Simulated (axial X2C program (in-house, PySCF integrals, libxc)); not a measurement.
# Run report: OsK, relativistic diatomic calculation

System: OsK, single determinant with M_S = 3/2 and |Λ| = 0.
Method: PBE0, spin-free X2C-1e, Os dyall-v2z, K dyall-v2z (cores contracted) (axial X2C program (in-house, PySCF integrals, libxc)).

### What the run reported

```
                    quantity                                                                 value
                     outcome                                                             converged
              bond length rₑ                                                               2.956 Å
                          ωₑ                                                            155.0 cm⁻¹
       energy at the minimum                                                  −17857.51894 hartree
   depth below the fragments                                                               1.17 eV
largest ⟨S²⟩ along the curve                                                                  3.89
                    hardware  1 thread of Arm Neoverse N1, 98 GiB of memory available, shared host
                   wall time                                                                 9.8 s
```

### What is odd here

This input holds a deliberate oddity: few virtuals (ecut = 3.0). The program ran to the end. Its numbers are those of the input as typed; this run alone doesn't show how far the oddity moves them.

### The input
```
{"zs": [76, 19], "q": 0, "bas": ["dyall-v2z", "dyall-v2z"], "levels": ["PBE0", "HF", "r2SCAN0", "BP86"], "cc": false, "r0": 3.25, "npts": 10, "nst": 2, "ntry": 6, "opt": {"ecut": 3.0}}
```

The line is the task of a batch: nuclear charges, charge, bases, the levels to run, a first guess of the distance and further settings. This report covers PBE0 without spin-orbit coupling. The log is that of the reference distance 3.129 Å, started from orbitals converged before.

The run was one of a batch that the task file lists, launched with:
```bash
python <driver script> task.json out
```

### Output
```
spin-free X2C-1e  PBE0
basis functions 183  fitting functions 1039  grid points 5806
iter        total energy     max residual
   1     -17857.517577796     4.80e-06
   2     -17857.517577798     3.71e-06
converged
one-electron -24991.38579663  Coulomb 7267.88021517  exact exchange -93.07474858  xc functional -285.14686508  nuclear repulsion 244.20961731
```

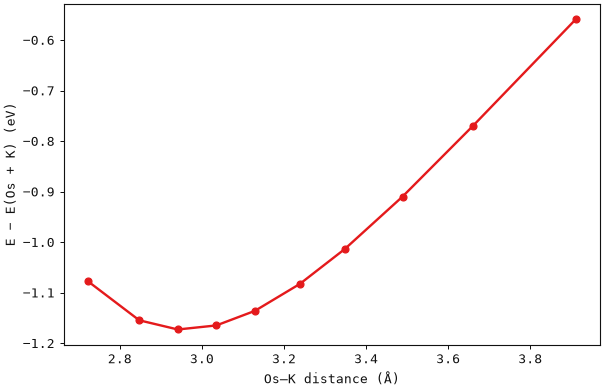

Energy at 10 bond lengths, for one set of occupations held fixed; the line joins the points. A polynomial of degree 6 through 8 points gives rₑ = 2.956 Å, ωₑ = 155.0 cm⁻¹, ωₑxₑ = 0.34 cm⁻¹ and Bₑ = 0.05956 cm⁻¹. The minimum lies 1.17 eV below Os + K, each computed as one determinant at the same level.
